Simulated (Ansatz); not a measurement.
**CHSi₂+ (singlet): the correlation ladder, cc-pVTZ**

Aim: climb from Hartree-Fock through coupled cluster for CHSi₂+ (singlet) at one geometry and basis, and see what each rung misses.

Program: Ansatz 0.2.0, Gaussian basis. Level of theory: cc-pVTZ, core rule «outside noble gas», up to 11 orbitals frozen. These are calculated values, not measurements.

To be run: UHF; CCSD(T) on RHF; CCSD(T) on UHF; BCCD(T) on RHF; CCSDT(Q) on RHF; CCSDT(Q) on UHF.

5 further runs of the same task are left out: 5 set aside as unsound or not needed.

**1. The geometry**

The geometry is a PBE0/def2-TZVP stationary point (not a proven minimum) of the parent state, kept for this charge and spin.

4 atoms, charge 1, spin multiplicity 1.

Atoms are counted from 1 here; the program's logs count them from 0.

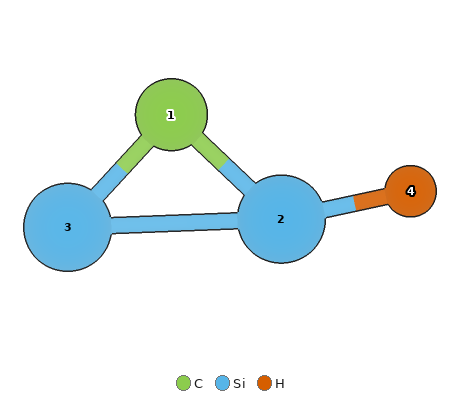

The geometry (carbon green, silicon blue, hydrogen orange); atoms are numbered from 1 in the order of the file.

In the tables R marks a restricted determinant and U an unrestricted one; energies count from the table's Hartree-Fock row.

**2. UHF**

Input file in.yaml:

```yaml
crystal:
  periodic: [false, false, false]
  atoms:
    - {symbol: C, position_ang: [0.000000, -1.019685, -0.022090]}
    - {symbol: Si, position_ang: [0.000000, 0.224506, 1.173019]}
    - {symbol: Si, position_ang: [0.000000, 0.212592, -1.258864]}
    - {symbol: H, position_ang: [0.000000, -0.028750, 2.655246]}
basis:
  gaussian: {orbitals: cc-pVTZ}
total_charge: 1
magnetization: {spin_polarized: true, initial_magnetization: 0}
hamiltonian: {xc: hf}
output: {orbitals: {seedname: orbitals}}
```

Run with:

```console
ansatz run in.yaml --threads 1 --pin off --events-out ev --progress --plain --max-ram 4096MiB --backend cpu
```

Log:

```text
Functional definition: HF
  name "HF"
  cite "Fock, Z. Phys. 61, 126 (1930) doi:10.1007/BF01340294"
  parent pbe
  exchange = exact_x
  correlation = 0
987 factors; their error is unknown
mean field evaluation 1: about -16750.4991 eV, gradient 3.9e1 eV
mean field evaluation 2: about -16749.3238 eV, gradient 3.8e1 eV
mean field evaluation 4: about -16759.0189 eV, gradient 1.6e0 eV
mean field evaluation 8: about -16759.0918 eV, gradient 2.3e-1 eV
mean field evaluation 16: about -16750.8951 eV, gradient 3.9e1 eV
mean field evaluation 32: about -16759.5163 eV, gradient 7.9e-1 eV
mean field evaluation 64: about -16750.8386 eV, gradient 1.7e1 eV
mean field evaluation 96: about -16759.7655 eV, gradient 1.0e0 eV
mean field evaluation 128: about -16759.8042 eV, gradient 6.5e-1 eV
mean field evaluation 160: about -16759.4360 eV, gradient 1.3e0 eV
mean field evaluation 192: about -16759.8134 eV, gradient 1.2e0 eV
mean field evaluation 224: about -16755.2526 eV, gradient 7.7e0 eV
mean field evaluation 256: about -16753.4699 eV, gradient 1.3e1 eV
mean field evaluation 288: about -16755.1382 eV, gradient 3.5e0 eV
mean field evaluation 320: about -16759.4886 eV, gradient 2.0e-2 eV
mean field -16759.94582747 eV, -615.9166488603 hartree, gradient 1.6e-5 eV, S^2 0.783377; 5 other end points of the search recorded, 0 dependent functions left out
reference -16759.94582747 eV, -615.9166488603 hartree; 17, 17 occupied and 95, 95 virtual orbitals, 987 factors
Total energy: -16759.94582747 eV, -615.9166488603 hartree
```

Wall time 14 s (1 thread of AMD EPYC 7R13, shared host); peak memory 0.32 GiB.

From the report: ⟨S²⟩ of the determinant 0.783 (pure singlet: 0.00). The determinant is far from a pure spin state, so its energy mixes those of several spin states (harmless only where they are near-degenerate, as at dissociation).

The unrestricted solution breaks the spin symmetry, so the restricted determinant is unstable here.

**3. CCSD(T) on RHF**

Changes to in.yaml since step 2:

```diff
@@ -10,4 +10,3 @@
 total_charge: 1
-magnetization: {spin_polarized: true, initial_magnetization: 0}
-hamiltonian: {xc: hf}
-output: {orbitals: {seedname: orbitals}}
+magnetization: {spin_polarized: false}
+correlation: {method: ccsd_t, electrons: outside_noble_gas}
```

Launched as before.

Log, shortened:

```text
Functional definition: HF
  name "HF"
  cite "Fock, Z. Phys. 61, 126 (1930) doi:10.1007/BF01340294"
  parent pbe
[...]
675 factors; integrals over basis functions are off by at most 1.2e-3 eV
[...]
mean field -16759.48917918 eV, -615.8998673451 hartree, gradient 3.2e-6 eV, S^2 0.000000; 4 other end points of the search recorded, 0 dependent functions left out; unrestricted orbitals would lower it
11 core orbitals not correlated: weight in the atoms' cores, before any rotation towards them, 1.000 or more for the frozen orbitals, at most 0.000 for the correlated occupied ones
reference -16759.48917918 eV, -615.8998673451 hartree; 6, 6 occupied and 95, 95 virtual orbitals, 675 factors
second order -9.26197253 eV of doubles, -0.00000000 eV of singles
cycle   1  -9.27450907 eV  change   -1.3e-2 eV  update   1.3e-1
[...]
cycle  14  -9.87483535 eV  change   -3.9e-6 eV  update   1.1e-5
perturbative correction -0.72362926 eV, -0.0265928849 hartree
Total energy: -16770.08764379 eV, -616.2893537358 hartree
```

It took 6 s on 1 thread of AMD EPYC 7R13, shared host; peak memory 0.35 GiB.

From the report: correlation -10.5985 eV; T1 0.030; largest double amplitude 0.09.

**4. CCSD(T) on UHF**

Changes to in.yaml since step 3:

```diff
@@ -10,3 +10,3 @@
 total_charge: 1
-magnetization: {spin_polarized: false}
+magnetization: {spin_polarized: true, initial_magnetization: 0}
 correlation: {method: ccsd_t, electrons: outside_noble_gas}
```

Run with:

```console
ansatz run in.yaml --threads 2 --pin off --events-out ev --progress --plain --max-ram 24576MiB --backend cuda --devices 0, --max-vram 18GiB
```

Log, shortened:

```text
Functional definition: HF
  name "HF"
  cite "Fock, Z. Phys. 61, 126 (1930) doi:10.1007/BF01340294"
  parent pbe
[...]
675 factors; integrals over basis functions are off by at most 1.2e-3 eV
[...]
mean field -16759.94640412 eV, -615.9166700519 hartree, gradient 2.4e-6 eV, S^2 0.783378; 18 other end points of the search recorded, 0 dependent functions left out
determinant -16759.94640412 eV, -615.9166700519 hartree, with singles and doubles -16769.33793028 eV, -616.2618022724 hartree
determinant -16758.85114052 eV, -615.8764198569 hartree, with singles and doubles -16768.20552767 eV, -616.2201872441 hartree
determinant -16758.84338061 eV, -615.8761346854 hartree, with singles and doubles -16767.60197502 eV, -616.1980070931 hartree
determinant -16757.04665562 eV, -615.8101062598 hartree, with singles and doubles -16766.01606963 eV, -616.1397261452 hartree
determinant -16759.48917918 eV, -615.8998673451 hartree, with singles and doubles -16769.51836765 eV, -616.2684332235 hartree
11 core orbitals not correlated: weight in the atoms' cores, before any rotation towards them, 1.000 or more for the frozen orbitals, at most 0.000 for the correlated occupied ones
reference -16759.94640412 eV, -615.9166700519 hartree; 6, 6 occupied and 95, 95 virtual orbitals, 675 factors
second order -8.08033632 eV of doubles, -0.00000000 eV of singles
cycle   1  -9.25068565 eV  change   -5.1e-1 eV  update   3.2e-2
[...]
cycle  16  -9.36620785 eV  change    2.7e-6 eV  update   9.8e-6
perturbative correction -0.66838005 eV, -0.0245625137 hartree
Total energy: -16769.98099202 eV, -616.2854343555 hartree
```

Wall time 14 s (1 × H100 (card shared with other runs) with 2 threads of AMD EPYC 7R13, shared host); peak host memory 0.8 GiB.

From the report: ⟨S²⟩ of the determinant 0.783 (pure singlet: 0.00); correlation -10.0346 eV; T1 0.086; largest double amplitude 0.07. The determinant is far from a pure spin state, so its energy mixes those of several spin states (harmless only where they are near-degenerate, as at dissociation).

**5. BCCD(T) on RHF**

Changes to in.yaml since step 4:

```diff
@@ -10,3 +10,3 @@
 total_charge: 1
-magnetization: {spin_polarized: true, initial_magnetization: 0}
-correlation: {method: ccsd_t, electrons: outside_noble_gas}
+magnetization: {spin_polarized: false}
+correlation: {method: bccd_t, electrons: outside_noble_gas}
```

Same command.

Log, shortened:

```text
Functional definition: HF
  name "HF"
  cite "Fock, Z. Phys. 61, 126 (1930) doi:10.1007/BF01340294"
  parent pbe
[...]
675 factors; integrals over basis functions are off by at most 1.2e-3 eV
[...]
mean field -16759.48917918 eV, -615.8998673451 hartree, gradient 3.2e-6 eV, S^2 0.000000; 4 other end points of the search recorded, 0 dependent functions left out; unrestricted orbitals would lower it
11 core orbitals not correlated: weight in the atoms' cores, before any rotation towards them, 1.000 or more for the frozen orbitals, at most 0.000 for the correlated occupied ones
reference -16759.48917918 eV, -615.8998673451 hartree; 6, 6 occupied and 95, 95 virtual orbitals, 675 factors
second order -9.26197253 eV of doubles, -0.00000000 eV of singles
cycle   1  -9.28857670 eV  change   -2.7e-2 eV  update   1.3e-1
[...]
cycle  15  -9.83083305 eV  change    2.1e-6 eV  update   8.3e-6
perturbative correction -0.77354344 eV, -0.0284271972 hartree
Total energy: -16770.09355568 eV, -616.2895709934 hartree
```

Run time: 3 s. Hardware: 1 × H100 (card shared with other runs) with 2 threads of AMD EPYC 7R13, shared host; peak host memory 0.8 GiB.

From the report: correlation -10.6044 eV; largest double amplitude 0.09.

**6. CCSDT(Q) on RHF**

Changes to in.yaml since step 5:

```diff
@@ -11,2 +11,2 @@
 magnetization: {spin_polarized: false}
-correlation: {method: bccd_t, electrons: outside_noble_gas}
+correlation: {method: ccsdt_q, electrons: outside_noble_gas}
```

Same command.

Log, shortened:

```text
Functional definition: HF
  name "HF"
  cite "Fock, Z. Phys. 61, 126 (1930) doi:10.1007/BF01340294"
  parent pbe
[...]
1424 factors; integrals over basis functions are off by at most 1.7e-7 eV
[...]
mean field -16759.48919190 eV, -615.8998678125 hartree, gradient 3.3e-6 eV, S^2 0.000000; 4 other end points of the search recorded, 0 dependent functions left out; unrestricted orbitals would lower it
11 core orbitals not correlated: weight in the atoms' cores, before any rotation towards them, 1.000 or more for the frozen orbitals, at most 0.000 for the correlated occupied ones
reference -16759.48919190 eV, -615.8998678125 hartree; 6, 6 occupied and 95, 95 virtual orbitals, 1424 factors
second order -9.26200297 eV of doubles, -0.00000000 eV of singles
cycle   1  -9.27449352 eV  change   -1.2e-2 eV  update   1.5e-1
[...]
cycle  23  -10.61037290 eV  change    2.4e-7 eV  update   5.9e-7
perturbative correction -0.08372180 eV, -0.0030767196 hartree
Total energy: -16770.18328660 eV, -616.2928685441 hartree
```

Wall time 8.5 s (1 × H100 (card shared with other runs) with 2 threads of AMD EPYC 7R13, shared host); peak host memory 0.82 GiB.

From the report: correlation -10.6941 eV; T1 0.032; largest double amplitude 0.10.

**7. CCSDT(Q) on UHF**

Changes to in.yaml since step 6:

```diff
@@ -10,3 +10,3 @@
 total_charge: 1
-magnetization: {spin_polarized: false}
+magnetization: {spin_polarized: true, initial_magnetization: 0}
 correlation: {method: ccsdt_q, electrons: outside_noble_gas}
```

The command is unchanged.

Log, shortened:

```text
Functional definition: HF
  name "HF"
  cite "Fock, Z. Phys. 61, 126 (1930) doi:10.1007/BF01340294"
  parent pbe
[...]
1424 factors; integrals over basis functions are off by at most 1.7e-7 eV
[...]
mean field -16759.94641823 eV, -615.9166705704 hartree, gradient 1.7e-6 eV, S^2 0.783379; 18 other end points of the search recorded, 0 dependent functions left out
determinant -16759.94641823 eV, -615.9166705704 hartree, with singles and doubles -16769.33796145 eV, -616.2618034179 hartree
determinant -16758.85115483 eV, -615.8764203827 hartree, with singles and doubles -16768.20553919 eV, -616.2201876674 hartree
determinant -16758.84339480 eV, -615.8761352067 hartree, with singles and doubles -16767.60200686 eV, -616.1980082632 hartree
determinant -16757.04667324 eV, -615.8101069075 hartree, with singles and doubles -16766.01609662 eV, -616.1397271370 hartree
determinant -16759.48919190 eV, -615.8998678125 hartree, with singles and doubles -16769.51840117 eV, -616.2684344552 hartree
11 core orbitals not correlated: weight in the atoms' cores, before any rotation towards them, 1.000 or more for the frozen orbitals, at most 0.000 for the correlated occupied ones
reference -16759.94641823 eV, -615.9166705704 hartree; 6, 6 occupied and 95, 95 virtual orbitals, 1424 factors
second order -8.08036011 eV of doubles, -0.00000000 eV of singles
cycle   1  -8.51752307 eV  change   -4.4e-1 eV  update   1.4e-1
[...]
cycle  33  -10.14584015 eV  change   -3.5e-7 eV  update   1.8e-7
perturbative correction -0.10137895 eV, -0.0037256077 hartree
Total energy: -16770.19363733 eV, -616.2932489265 hartree
```

Run time: 35 s. Hardware: 1 × H100 (card shared with other runs) with 2 threads of AMD EPYC 7R13, shared host; peak host memory 1.1 GiB.

From the report: ⟨S²⟩ of the determinant 0.783 (pure singlet: 0.00); correlation -10.2472 eV; T1 0.112; largest double amplitude 0.09. The determinant is far from a pure spin state, so its energy mixes those of several spin states (harmless only where they are near-degenerate, as at dissociation).

**8. The ladder**

No level here is safe as a reference; RCCSDT(Q) serves as a yardstick only. Rows without a time come out of other runs: HF, MP2 and CCSD of CCSD(T), CCSDT of CCSDT(Q).

```
   method  energy from the lowest RHF (meV)  from RCCSDT(Q) (meV)         time
      RHF                               0.0              +10694.1             
      UHF                            -457.2              +10236.9             
     RMP2                           -9262.0               +1432.1             
     UMP2                           -8537.6               +2156.5             
    RCCSD                           -9874.8                +819.3             
    UCCSD                           -9823.4                +870.7             
 RCCSD(T)                          -10598.5                 +95.6          6 s
 UCCSD(T)                          -10491.8                +202.3   14 s (GPU)
  BCCD(T)                          -10604.4                 +89.7    3 s (GPU)
   RCCSDT                          -10610.4                 +83.7             
   UCCSDT                          -10603.1                 +91.0             
RCCSDT(Q)                          -10694.1                     0  8.5 s (GPU)
UCCSDT(Q)                          -10704.5                 -10.4   35 s (GPU)
```

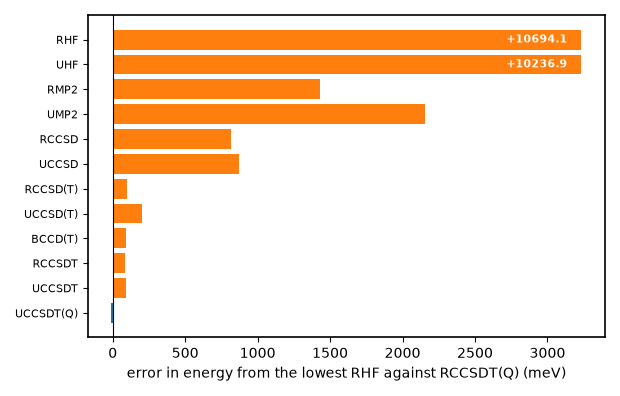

Deviations from RCCSDT(Q), method by method. Bars with a number in them are cut short.

Some runs used a GPU and others CPU threads alone; cost is compared among the GPU runs only.

**9. Outcome**

```
                     quantity        value
RCCSDT(Q) from the RHF energy  -10.6941 eV
          RMP2 from RCCSDT(Q)  +1432.1 meV
          UMP2 from RCCSDT(Q)  +2156.5 meV
         RCCSD from RCCSDT(Q)   +819.3 meV
      RCCSD(T) from RCCSDT(Q)    +95.6 meV
      UCCSD(T) from RCCSDT(Q)   +202.3 meV
     UCCSDT(Q) from RCCSDT(Q)    -10.4 meV
                T1 diagnostic        0.030
```

In words: RCCSD(T) lands +95.6 meV from the yardstick (0.9 % of the correlation energy). CCSD(T) misses by +95.6 meV on the restricted determinant and by +202.3 meV on the unrestricted one; the two need not hold the same state or core. Warnings: restricted reference is unstable; spin contamination; large T1 diagnostic.
